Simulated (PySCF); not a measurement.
C5H12OSi, SMILES O=C([SiH2]C(C)C)C at its GFN2-xTB optimised geometry (Å):

```
19

C      1.7192    -1.7848     0.0000
C      0.2123    -1.7848     0.0000
O     -0.4269    -2.8120     0.0056
Si    -0.6745    -0.0738     0.0000
C     -0.2397     0.8246     1.6333
C     -0.9021     2.1989     1.6930
C     -0.6375    -0.0048     2.8546
H      2.0720    -1.2944     0.9054
H      2.1124    -2.7985    -0.0436
H      2.0761    -1.2100    -0.8518
H     -0.1563     0.7012    -1.1356
H     -2.1124    -0.3064    -0.1160
H      0.8449     0.9820     1.6737
H     -0.5984     2.8120     0.8480
H     -0.6274     2.7189     2.6100
H     -1.9852     2.1028     1.6705
H     -1.7145    -0.1574     2.8780
H     -0.1587    -0.9822     2.8395
H     -0.3486     0.5029     3.7744
```

Level of theory: PBE0/def2-SVP (PySCF).

Map of the electron localisation function on the plane z = 0.6 Å:

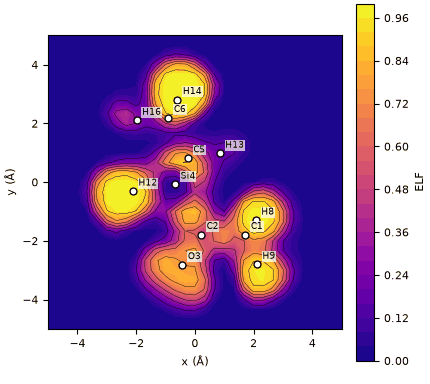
*Electron localisation function on the plane z = 0.6 Å.*
